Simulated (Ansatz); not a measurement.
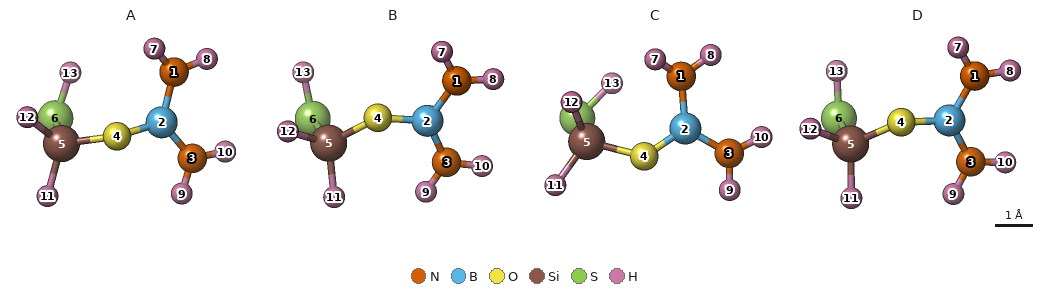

4 geometries from a converged minimum-energy path of BSiN₂H₇SO, shuffled. The picture is a ball-and-stick view, seen face on.

Level of theory: Ansatz, RKS PBE0-D4/def2-SVP. Set-up: 5 movable images; climbing image; force threshold 0.05 eV/Å; iteration limit 60; starting path by image-dependent pair potential.

Which frame is the transition state?

A. In order along the path, whose images run from 0 to 6: C (image 0, 0.000 eV), A (image 3, +0.071 eV), D (image 5, +0.038 eV), B (image 6, +0.029 eV). The motion is an umbrella inversion at N1. No bond forms or breaks between the ends. Bond angles that change up to the highest image, for instance: B2–O4–Si5 126.9° → 135.0°, O4–Si5–H11 109.3° → 112.1°.
